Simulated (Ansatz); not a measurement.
BH₃Si₂ (SMILES B1[Si][SiH2]1)

The calculation's input:

```
crystal:
  periodic: [false, false, false]
  atoms:
    - {symbol: B, position_ang: [-0.149226, -0.953575, 0.145055]}
    - {symbol: Si, position_ang: [-1.431681, -0.604336, -1.147182]}
    - {symbol: Si, position_ang: [-0.270109, 1.112236, -0.220143]}
    - {symbol: H, position_ang: [0.667818, -1.242514, 0.976263]}
    - {symbol: H, position_ang: [0.801594, 1.401542, 0.789933]}
    - {symbol: H, position_ang: [-0.660436, 2.452587, -0.760936]}
basis:
  gaussian:
    orbitals: def2-TZVPD
total_charge: 0
hamiltonian:
  xc: {name: PBE0}
output:
  forces: true
  orbitals: {seedname: orbitals}
```

Command:

```sh
ansatz run input.yaml --threads 1 --pin off --max-ram 2610MiB --events-out events.jsonl --progress --plain --runs-dir runs
```

Geometry: r2SCAN-D4/def2-SVP.

The calculation used Ansatz, isolated molecule in a Gaussian basis; Kohn-Sham density functional theory, functional PBE0.

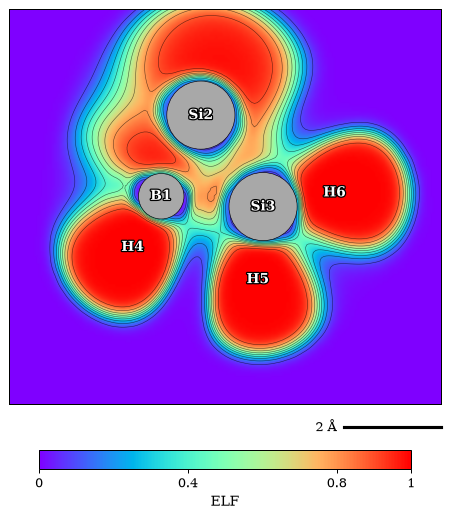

Figure 1. Electron localisation function on the molecular plane. Grey discs cover the atomic cores.

Q: What does the map show?

A:
- The plane passes through B, Si and H nuclei.
- Si–B (1.85 Å): the ELF peaks at about 0.90 between the atoms: a covalent bond.
- Si–Si (2.27 Å): the ELF peaks at about 0.75 between the atoms.
- B–H (1.20 Å): the ELF climbs to about 1 towards the hydrogen, as it does in any bond to H (a covalent bond by its length).
- Si–B (2.10 Å): the ELF peaks at about 0.80 between the atoms, as expected for a shared electron pair.
- Si–H (1.50 Å): the ELF climbs to about 1 towards the hydrogen.
- The ELF also peaks beside Si2, away from the bonds: lone-pair regions.

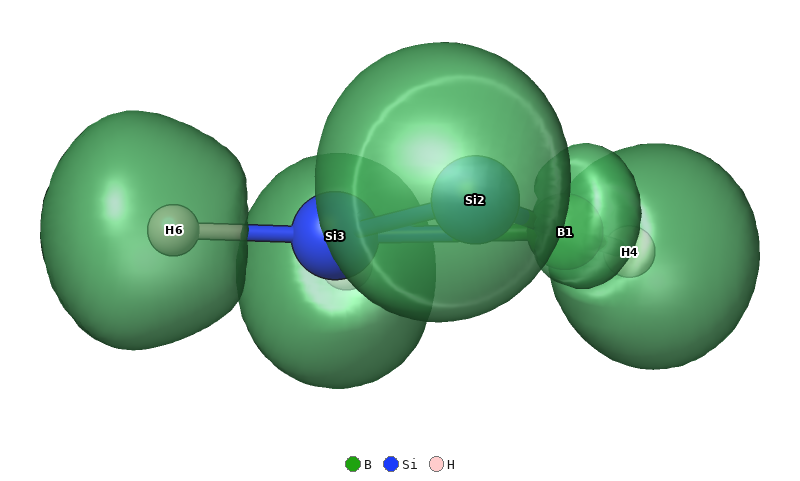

Figure 2. Isosurface of the ELF at 0.9 (green), seen from one side. Only the valence region is drawn (cores and ρ < 0.01 e/Å³ removed).

Q: Identify the bonds, lone pairs and shells in this picture.

A: The surface consists of three regions around hydrogen nuclei, one lobe on B, pointing away from the bonds (lone pairs) and one lobe on Si, pointing away from the bonds (lone pairs).

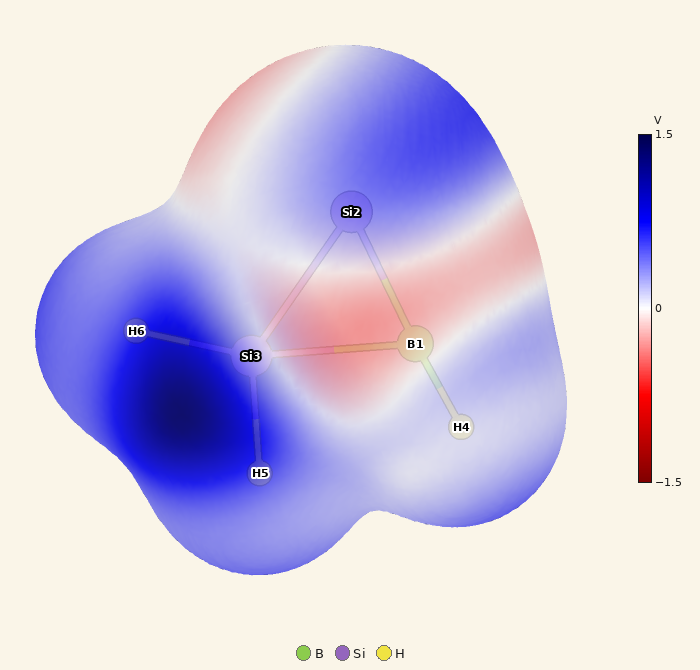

Figure 3. The electrostatic potential painted on the density surface at 0.002 e/bohr³, seen at a tilt; red is negative and blue positive.

Q: Where is the surface potential most negative and most positive?

A: The most negative region (about −0.3 V, or −7 kcal/mol for a unit charge) lies over Si2, the most positive (about +1.4 V, or +32 kcal/mol for a unit charge) over Si3.
